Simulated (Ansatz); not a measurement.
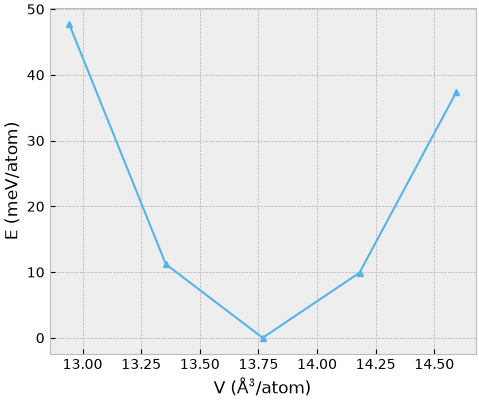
Figure. CoPtW in space group P3m1 (No. 156; Co on 1a, Pt on 1b, W on 1c) under volume change, the program Ansatz at the PBEsol level (PAW), shape and atoms relaxed at each volume.

What does a third-order Birch–Murnaghan fit give for V₀, B₀ and B′?

V₀ = 13.77 Å³/atom, B₀ = 272 GPa, B′ = 5.1.

The start of the workflow was typed in or built on a structure type; neither database checked (COD, Materials Project) lists it. Its standing as an ambient phase is unchecked. Symmetry was held in the PBEsol relaxation; its stability against distortions is not shown here. The final state is ferromagnetic, chosen from 4 collinear starts compared on coarse meshes (ties went to the first, and starts can fall back to one state), not a proven ground state. Scalar-relativistic: spin–orbit coupling is off unless named, which matters more the heavier the elements.

Potentials: the later of the program's two PAW sets.
